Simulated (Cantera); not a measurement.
Input: 1 mol Fe, 0.9 mol CO, equilibrated at 1.00 Torr.

Equilibrium computed with Cantera from the NASA thermochemical tables; the gas is ideal and each condensed phase is pure. Candidate condensed phases: C, Fe, Fe(CO)₅, FeO, Fe₂O₃, Fe₃O₄; 15 gas species. Rates play no part.

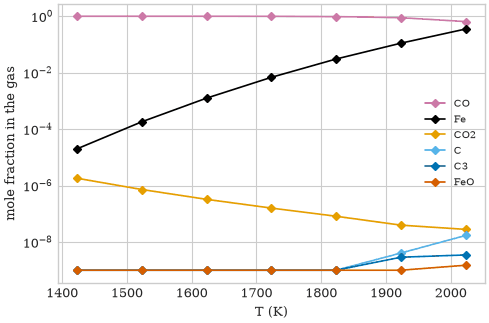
Equilibrium gas composition (values under 1e-9 drawn at 1e-9)

From 1423 K to 1623 K the condensed part is Fe(γ). At 1723 K the condensed part is Fe(δ). From 1823 K to 2023 K the condensed part is Fe(l). The main Fe-bearing gas is Fe throughout.
